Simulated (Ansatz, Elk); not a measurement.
# H3Pt: X-ray structure factors from the self-consistent density

The structure of H3Pt used here is made up (a known structure type with other elements) and was relaxed beforehand with PBEsol. The aim is the Fourier transform of its all-electron density, F(hkl), set beside the sum over free spherical atoms that refinements use.

Program: Elk 11.2.3 (patched build). Level of theory: DFT, PBE, all-electron APW+lo, Dirac cores, scalar-relativistic bands, static density, no spin. Results are calculated unless marked as measured.

The structure was built from a prototype and need not be the compound's stable phase.

## 1. Starting point

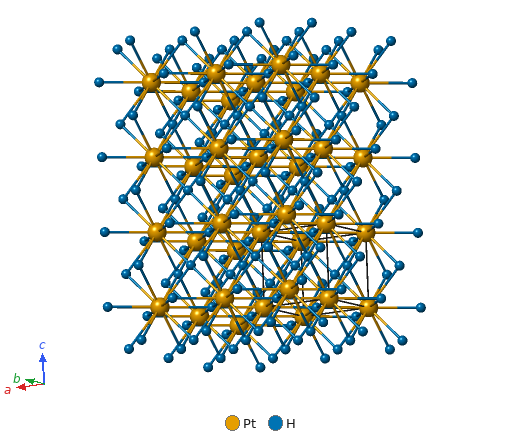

Start, viewed from a free direction; platinum orange, hydrogen blue. 2×2×3 cells are drawn. Some periodic images of atoms are drawn too.

## 2. Ground state and structure factors

An all-electron density is needed, since X-rays see the cores too. Task 0 finds the density and task 195 Fourier-transforms it; tshift is off so that phases refer to the origin typed.

The input, elk.in:

```
tasks
  0
  195

xctype
  20

spinpol
  .false.

rgkmax
  7.0

gmaxvr
  14.0

lmaxo
  7

lmaxapw
  8

swidth
  0.002

tshift
  .false.

ramdisk
  .false.

hmaxvr
  5.5

maxscl
  120

epspot
  1e-06

sppath
  './'

avec
  5.53996692850 -0.00000000000 0.00000000000
  0.00000000000 5.53996692850 -0.00000000000
  0.00000000000 -0.00000000000 5.53996692850

atoms
  2
  'Pt.in'
  1
  0.0000000000 -0.0000000000 -0.0000000000   0.000000 0.000000 0.000000
  'H.in'
  3
  0.5000000000 0.5000000000 0.0000000000   0.000000 0.000000 0.000000
  0.5000000000 -0.0000000000 0.5000000000   0.000000 0.000000 0.000000
  -0.0000000000 0.5000000000 0.5000000000   0.000000 0.000000 0.000000

ngridk
  8 8 8
```

Launch:

```
$ OMP_NUM_THREADS=4 elk
```

Numbers of over 12 decimals in the logs are rounded to 6 here.

Output:

```text
┌─────────────────────────┐
│ Elk code version 11.2.3 │
└─────────────────────────┘

All units are atomic (Hartree, Bohr, etc.)

┌─────────────────────────────────────────────────┐
│ Ground-state run starting from atomic densities │
└─────────────────────────────────────────────────┘

Lattice vectors :
   5.539966929      -0.000000000       0.000000000
   0.000000000       5.539966929      -0.000000000
   0.000000000      -0.000000000       5.539966929

Reciprocal lattice vectors :
   1.134155743      -0.000000000      -0.000000000
   0.000000000       1.134155743       0.000000000
   0.000000000       0.000000000       1.134155743

Unit cell volume      :    170.0284190
Brillouin zone volume :    1.458875022

Muffin-tin inner radius fraction :   0.1000000000E-01

Nuclei treated as point charges

Species : 1 (Pt)
 parameters loaded from : Pt.in
 name : platinum
 nuclear charge    :   -78.00000000
 electronic charge :    78.00000000
 atomic mass :    355605.4401
 muffin-tin radius :    2.578232122
 number of radial points in muffin-tin :   1393
 inner part over the whole radius :   0.9946312778E-02
 number on inner part of muffin-tin    :    998
 approximate nuclear radius :   0.1029052813E-03
 number of mesh points to nuclear radius :    525
 atomic positions (lattice), magnetic fields (Cartesian) :
  1 :   0.00000000  0.00000000  0.00000000    0.00000000  0.00000000  0.00000000

Species : 2 (H)
 parameters loaded from : H.in
 name : hydrogen
 nuclear charge    :   -1.000000000
 electronic charge :    1.000000000
 atomic mass :    1837.362221
 muffin-tin radius :    1.289116061
 number of radial points in muffin-tin :    393
 inner part over the whole radius :   0.9985304035E-02
 number on inner part of muffin-tin    :    258
 approximate nuclear radius :   0.2766748019E-04
 number of mesh points to nuclear radius :     78
 atomic positions (lattice), magnetic fields (Cartesian) :
  1 :   0.50000000  0.50000000  0.00000000    0.00000000  0.00000000  0.00000000
  2 :   0.50000000  0.00000000  0.50000000    0.00000000  0.00000000  0.00000000
  3 :   0.00000000  0.50000000  0.50000000    0.00000000  0.00000000  0.00000000

Total number of atoms per unit cell :    4
Total muffin-tin volume :    98.70913637
 ratio of muffin-tin to unit cell volume :   0.5805449287

Spin treatment :
 spin-unpolarised

Number of Bravais lattice symmetries :   48
Number of crystal symmetries         :   48
Crystal has inversion symmetry
Real symmetric eigensolver will be used

k-point grid :      8     8     8
k-point offset :    0.000000000       0.000000000       0.000000000
k-point set is reduced with full crystal symmetry group
Total number of k-points :       35

Muffin-tin radius times maximum |G+k| :    7.000000000
 using average radius
Maximum |G+k| for APW functions       :    4.344061927
Maximum (1/2)|G+k|²                   :    9.435437014
Maximum |G| for potential and density :    14.00000000
Constant for pseudocharge density :    9
 order of it for each species :   16  16
 order of it for pair densities of each species (exact exchange by exxq0 0: 17) :   16   5
Radial integration step length :    1

G-vector grid sizes :     25    25    25
Number of G-vectors :     7881

Maximum angular momentum used for
 APW functions            :    8
 outer part of muffin-tin :    7
 inner part of muffin-tin :    2

Total nuclear charge    :   -81.00000000
Total core charge       :    48.00000000
Total valence charge    :    33.00000000
Total excess charge     :    0.000000000
Total electronic charge :    81.00000000

Effective Wigner radius, rₛ :   0.7942964645

Number of empty states         :     16
Total number of valence states :     33
Total number of core states    :     48

Third-order local-orbitals added for an l without core states : T
Total number of local-orbitals :     62

Exchange-correlation functional :     20     0     0
 Perdew-Burke-Ernzerhof, Phys. Rev. Lett. 77, 3865 (1996)
 gradient requirement :    1
[...]
total energy                :     -18448.860911451

Density of states at Fermi energy :    57.08182247
 (states/Hartree/unit cell)

Estimated indirect band gap :   0.1710041483E-02
 from k-point 28 to k-point 18
Estimated direct band gap   :   0.2633723853E-01
 at k-point 8

Charges :
 core                        :    48.00000000
 valence                     :    33.00000000
 interstitial                :    2.526723114
 muffin-tins (core leakage)
  species : 1 (Pt)
   atom 1                    :    76.41806634     (  0.5643660720E-03)
  species : 2 (H)
   atom 1                    :   0.6850701811     (   0.000000000    )
   atom 2                    :   0.6850701811     (   0.000000000    )
   atom 3                    :   0.6850701811     (   0.000000000    )
 total in muffin-tins        :    78.47327689
 total calculated charge     :    80.99756195
 total charge                :    81.00000000
 error                       :   0.2438048423E-02

RMS change in Kohn-Sham potential (target) :    22.33361366     (  0.1000000000E-05)
Absolute change in total energy (target)   :   0.9017712856E-01 (  0.1000000000E-03)

[... loops 3 to 20 left out ...]

┌──────────────────┐
│ Loop number : 21 │
└──────────────────┘

Energies :
 Fermi                       :     0.359601
 sum of occupied eigenvalues :     -11334.471396137
 electron kinetic            :      21111.490170495
 core electron kinetic       :      20286.101642475
 Coulomb                     :     -39201.530720816
 Coulomb potential           :     -31976.995625716
 nuclear-nuclear             :     -1583.6509030463
 electron-nuclear            :     -43286.928294781
 Hartree                     :      5669.0484770122
 Madelung                    :     -23213.032907957
 xc potential                :     -468.96594091623
 exchange                    :     -353.43560659299
 correlation                 :     -4.918875
 electron entropic           :    -0.36818881187093E-03
 total energy                :     -18448.395399921

Density of states at Fermi energy :    30.41721990
 (states/Hartree/unit cell)

Estimated indirect band gap :   0.3801150002E-02
 from k-point 18 to k-point 21
Estimated direct band gap   :   0.3014675989E-01
 at k-point 5

Charges :
 core                        :    48.00000000
 valence                     :    33.00000000
 interstitial                :    2.303839685
 muffin-tins (core leakage)
  species : 1 (Pt)
   atom 1                    :    76.88736587     (  0.5131292203E-03)
  species : 2 (H)
[...]
total in muffin-tins        :    78.69616031
 total calculated charge     :    80.99771502
 total charge                :    81.00000000
 error                       :   0.2284976916E-02

RMS change in Kohn-Sham potential (target) :   0.6225438712E-06 (  0.1000000000E-05)
Absolute change in total energy (target)   :   0.1545511623E-05 (  0.1000000000E-03)

Convergence targets achieved

┌──────────────────┐
│ Loop number : 22 │
└──────────────────┘

Energies :
 Fermi                       :     0.359601
 sum of occupied eigenvalues :     -11334.471396067
 electron kinetic            :      21111.490170633
 core electron kinetic       :      20286.101642572
 Coulomb                     :     -39201.530720890
 Coulomb potential           :     -31976.995625779
 nuclear-nuclear             :     -1583.6509030463
 electron-nuclear            :     -43286.928294861
 Hartree                     :      5669.0484770175
 Madelung                    :     -23213.032908000
 xc potential                :     -468.96594092143
 exchange                    :     -353.43560659342
 correlation                 :     -4.918875
 electron entropic           :    -0.36818881141566E-03
 total energy                :     -18448.395399858

Density of states at Fermi energy :    30.41721986
 (states/Hartree/unit cell)

Estimated indirect band gap :   0.3801150015E-02
 from k-point 18 to k-point 21
Estimated direct band gap   :   0.3014676001E-01
 at k-point 5

Charges :
 core                        :    48.00000000
 valence                     :    33.00000000
 interstitial                :    2.303839685
 muffin-tins (core leakage)
  species : 1 (Pt)
   atom 1                    :    76.88736587     (  0.5131292192E-03)
  species : 2 (H)
   atom 1                    :   0.6029314803     (   0.000000000    )
   atom 2                    :   0.6029314803     (   0.000000000    )
   atom 3                    :   0.6029314803     (   0.000000000    )
 total in muffin-tins        :    78.69616031
 total calculated charge     :    80.99771502
 total charge                :    81.00000000
 error                       :   0.2284976915E-02

┌──────────────────────────────┐
│ Self-consistent loop stopped │
└──────────────────────────────┘

Warning : core states of species 1 leak from the muffin-tin :   0.5131292192E-03

Wrote STATE.OUT
```

It took 18 s on 4 threads of Arm Neoverse V1, shared host; peak memory 0.16 GiB.

SFACRHO.OUT:

```text

h k l indices transformed by vhmat matrix:
   1.000000000       0.000000000       0.000000000    
   0.000000000       1.000000000       0.000000000    
   0.000000000       0.000000000       1.000000000    

      h      k      l  multipl.   |H|            Re(F)            Im(F)           |F|

      0      0      0      1   0.0000000       81.000000      0.13716366E-16   81.000000    
      0      0     -1      6   1.1341557       67.967729     -0.15370149E-15   67.967729    
      1     -1      0     12   1.6039384       62.422535     -0.38076485E-17   62.422535    
     -1      1      1      8   1.9644154       59.578474     -0.47556479E-17   59.578474    
      0      2      0      6   2.2683115       56.206907     -0.86608408E-16   56.206907    
     -1     -2      0     24   2.5360493       52.926458     -0.33346234E-16   52.926458    
     -1      1     -2     24   2.7781029       50.777417     -0.43434040E-16   50.777417    
     -2      2      0     12   3.2078769       47.441511     -0.67815285E-17   47.441511    
     -3      0      0      6   3.4024672       45.700164     -0.43045436E-16   45.700164    
      2     -1      2     24   3.4024672       45.664609      0.14100901E-16   45.664609    
      1      3      0     24   3.5865154       44.309974     -0.11519228E-16   44.309974    
     -3     -1     -1     24   3.7615691       43.256003      0.76240616E-16   43.256003    
     -2      2     -2      8   3.9288307       42.101141      0.49471394E-16   42.101141    
      0     -2      3     24   4.0892567       40.888935      0.52504515E-16   40.888935    
      1     -3     -2     48   4.2436222       39.912808     -0.14677547E-16   39.912808    
      0      0      4      6   4.5366230       38.264635      0.51513099E-16   38.264635    
     -2      2     -3     24   4.6762439       37.342599     -0.30576785E-16   37.342599    
      1      0     -4     24   4.6762439       37.353722     -0.11514438E-16   37.353722
```

Elk indexes on the primitive cell of elk.in and gives |H| = 4π sin θ/λ in inverse bohr. Below, one row stands for each form hkl of the conventional cell (m members, Friedel mates merged), F is for one primitive cell and the density is static (no thermal factor). Free-atom factors are Waasmaier and Kirfel's, and R is Σm||F|−|F'||/Σm|F|.

```tsv
hkl	m	sin θ/λ (Å⁻¹)	abs F, DFT	neutral atoms	diff.
100	6	0.171	67.968	68.102	-0.134
110	12	0.241	62.422	62.640	-0.217
111	8	0.295	59.578	59.716	-0.138
200	6	0.341	56.207	56.303	-0.096
210	24	0.381	52.926	52.931	-0.004
211	24	0.418	50.777	50.711	+0.066
220	12	0.482	47.441	47.421	+0.021
300	6	0.512	45.700	45.613	+0.087
221	24	0.512	45.665	45.613	+0.051
310	24	0.539	44.310	44.272	+0.038
311	24	0.566	43.256	43.250	+0.006
222	8	0.591	42.101	42.113	-0.011
320	24	0.615	40.889	40.917	-0.028
321	48	0.638	39.913	39.962	-0.049
```

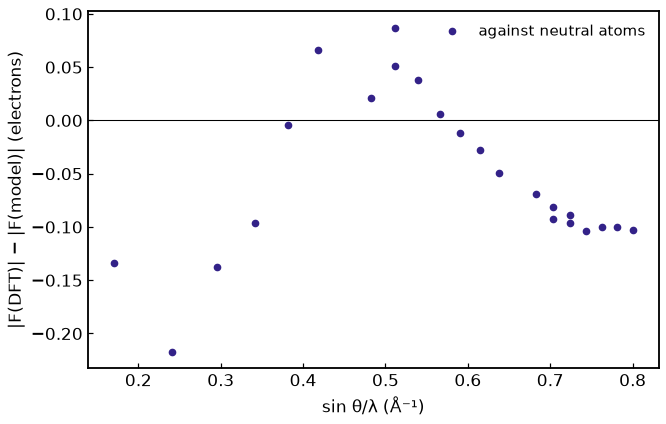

Difference between the calculated structure factors and the independent-atom ones.

## 3. The highest occupied states alone

An energy window below the Fermi level keeps the highest occupied states, to see at which angles they scatter; shallow core shells can lie inside it and anion s states outside. No new self-consistency is needed.

elk.in, as its differences from that of step 2:

```diff
@@ -1,3 +1,2 @@
 tasks
-  0
   195
@@ -40,2 +39,5 @@
 
+wsfac
+  -0.191640 0.659600
+
 sppath
```

Launch:

```
$ OMP_NUM_THREADS=4 elk
```

Output:

```text
┌─────────────────────────────────┐
│ Elk code version 11.2.3 started │
└─────────────────────────────────┘

Info(readinput): the functional depends on the density's gradient
 muffin-tin radial points multiplied by    2.00000
 (not where nrmtscf is given)

┌────────────────────┐
│ Current task : 195 │
└────────────────────┘
Info(checkmt): changed muffin-tin radius of species 1 (Pt) from   2.8000 to   2.5782
Info(checkmt): changed muffin-tin radius of species 2 (H) from   1.4000 to   1.2891

Info(sfacrho): density structure factors written to SFACRHO.OUT

 Energy window :  -0.1916400000      0.6596000000

┌──────────────────┐
│ Elk code stopped │
└──────────────────┘
```

Wall time 2.6 s (4 threads); peak memory 0.16 GiB.

States within 15 eV below the Fermi level hold 13.00 electrons; any levels below the window count with the cores. Their amplitudes can exceed the total, where window and core parts have opposite phase:

```tsv
hkl	sin θ/λ (Å⁻¹)	abs F, window	abs F, all
100	0.171	3.903	67.968
110	0.241	1.734	62.422
111	0.295	1.819	59.578
200	0.341	1.014	56.207
210	0.381	0.003	52.926
211	0.418	0.123	50.777
220	0.482	0.002	47.441
300	0.512	0.244	45.700
221	0.512	0.279	45.665
310	0.539	0.264	44.310
```

## 4. Another functional

The difference from free atoms is small, so it is set against the change that PBEsol makes.

elk.in, as its differences from that of step 3:

```diff
@@ -1,2 +1,3 @@
 tasks
+  0
   195
@@ -4,3 +5,3 @@
 xctype
-  20
+  22
 
@@ -39,5 +40,2 @@
 
-wsfac
-  -0.191640 0.659600
-
 sppath
```

Launch:

```
$ OMP_NUM_THREADS=4 elk
```

Output:

```text
┌─────────────────────────┐
│ Elk code version 11.2.3 │
└─────────────────────────┘

All units are atomic (Hartree, Bohr, etc.)

┌─────────────────────────────────────────────────┐
│ Ground-state run starting from atomic densities │
└─────────────────────────────────────────────────┘

Lattice vectors :
   5.539966929      -0.000000000       0.000000000
   0.000000000       5.539966929      -0.000000000
   0.000000000      -0.000000000       5.539966929

Reciprocal lattice vectors :
   1.134155743      -0.000000000      -0.000000000
[...]
species : 1 (Pt)
   atom 1                    :    76.90387861     (  0.5143689958E-03)
  species : 2 (H)
[...]
atom 2                    :   0.5911912444     (   0.000000000    )
   atom 3                    :   0.5911912444     (   0.000000000    )
 total in muffin-tins        :    78.67745234
 total calculated charge     :    80.99773116
 total charge                :    81.00000000
 error                       :   0.2268844637E-02

┌──────────────────────────────┐
│ Self-consistent loop stopped │
└──────────────────────────────┘

Warning : core states of species 1 leak from the muffin-tin :   0.5143689958E-03

Wrote STATE.OUT
[key lines of the parts left out:]
total energy                :     -18443.242430549
```

Run time: 18 s. Hardware: 4 threads; peak memory 0.16 GiB.

Against the first run R = 0.01 %; the largest change is -0.038 at 111.

## 5. A coarser k-mesh

About half the k-points along each axis test the sampling.

elk.in, as its differences from that of step 4:

```diff
@@ -5,3 +5,3 @@
 xctype
-  22
+  20
 
@@ -60,2 +60,2 @@
 ngridk
-  8 8 8
+  4 4 4
```

Launch:

```
$ OMP_NUM_THREADS=4 elk
```

Output:

```text
┌─────────────────────────┐
│ Elk code version 11.2.3 │
└─────────────────────────┘

All units are atomic (Hartree, Bohr, etc.)

┌─────────────────────────────────────────────────┐
│ Ground-state run starting from atomic densities │
└─────────────────────────────────────────────────┘

Lattice vectors :
   5.539966929      -0.000000000       0.000000000
   0.000000000       5.539966929      -0.000000000
   0.000000000      -0.000000000       5.539966929

Reciprocal lattice vectors :
   1.134155743      -0.000000000      -0.000000000
[...]
species : 1 (Pt)
   atom 1                    :    76.89262911     (  0.5138020482E-03)
  species : 2 (H)
[...]
atom 2                    :   0.6005327087     (   0.000000000    )
   atom 3                    :   0.6005327087     (   0.000000000    )
 total in muffin-tins        :    78.69422724
 total calculated charge     :    80.99776591
 total charge                :    81.00000000
 error                       :   0.2234093648E-02

┌──────────────────────────────┐
│ Self-consistent loop stopped │
└──────────────────────────────┘

Warning : core states of species 1 leak from the muffin-tin :   0.5138020482E-03

Wrote STATE.OUT
[key lines of the parts left out:]
total energy                :     -18448.392077256
```

Run time: 11 s. Hardware: 4 threads; peak memory 0.16 GiB.

Against the first run R = 0.01 %; the largest change is -0.022 at 300.

## 6. Basis size

A smaller basis shows how fast F responds to it; the change is likely larger than the basis error of the first run, but doesn't show convergence.

elk.in, as its differences from that of step 5:

```diff
@@ -11,3 +11,3 @@
 rgkmax
-  7.0
+  5.5
 
@@ -60,2 +60,2 @@
 ngridk
-  4 4 4
+  8 8 8
```

Launch:

```
$ OMP_NUM_THREADS=4 elk
```

Output:

```text
┌─────────────────────────┐
│ Elk code version 11.2.3 │
└─────────────────────────┘

All units are atomic (Hartree, Bohr, etc.)

┌─────────────────────────────────────────────────┐
│ Ground-state run starting from atomic densities │
└─────────────────────────────────────────────────┘

Lattice vectors :
   5.539966929      -0.000000000       0.000000000
   0.000000000       5.539966929      -0.000000000
   0.000000000      -0.000000000       5.539966929

Reciprocal lattice vectors :
   1.134155743      -0.000000000      -0.000000000
[...]
species : 1 (Pt)
   atom 1                    :    76.88545654     (  0.5129621818E-03)
  species : 2 (H)
[...]
atom 2                    :   0.6016350303     (   0.000000000    )
   atom 3                    :   0.6016350303     (   0.000000000    )
 total in muffin-tins        :    78.69036163
 total calculated charge     :    80.99773898
 total charge                :    81.00000000
 error                       :   0.2261015727E-02

┌──────────────────────────────┐
│ Self-consistent loop stopped │
└──────────────────────────────┘

Warning : core states of species 1 leak from the muffin-tin :   0.5129621818E-03

Wrote STATE.OUT
[key lines of the parts left out:]
total energy                :     -18448.393798521
```

The job ended after 15 s (4 threads; peak memory 0.16 GiB).

Against the first run R = 0.00 %; the largest change is -0.002 at 200.

## 7. Settings against the effect

```tsv
run	R against the first run (%)	R against neutral atoms, low angle (%)	wall time
PBE, rgkmax 7	0.00	0.28	18 s
PBEsol	0.01	0.29	18 s
k-mesh 4×4×4	0.01	0.27	11 s
rgkmax 5.5	0.00	0.28	15 s
```

## 8. Outcome

```json
{
  "R against neutral atoms, sin θ/λ < 0.3 Å⁻¹": "0.28 %",
  "R against neutral atoms, 0.3 to 0.80 Å⁻¹": "0.16 %"
}
```

In words: Independent neutral atoms miss the calculated amplitudes by R = 0.28 % below 0.3 Å⁻¹ and 0.16 % from there to 0.80 Å⁻¹; by shells, 0.28 % 0.15 to 0.3 (3 forms), 0.08 % 0.3 to 0.45 (3 forms), 0.18 % above 0.45 (17 forms). Bonding, aspherical density and the tables' own atoms all enter these figures, and the runs don't part them. The largest change of an amplitude is -0.22 electrons, at 110. The window's part falls from 13.0 electrons at the origin to at most 0.28 between 0.45 and 0.80 Å⁻¹. Below 0.3 Å⁻¹ the changes that finished (PBEsol, k-mesh 4×4×4 and rgkmax 5.5) move F by R = 0.02 % at most, against the 0.28 % that separates it from free atoms. Spin-orbit coupling is left out, which can matter for elements this heavy. Part of the difference isn't bonding: the tables are fits to free atoms and ions calculated by other methods than this functional. Thermal motion, anomalous dispersion and extinction are left out.

[Logs are printed without paths, hosts, clocks, repeated set-up lines and the standing remarks that a program may print on its own settings, such as how far it seeks lower states.]

[Hosts, paths, dates, database ids (printed as entryN), source tags and the programs' standing remarks are cut or masked in the printed files.]
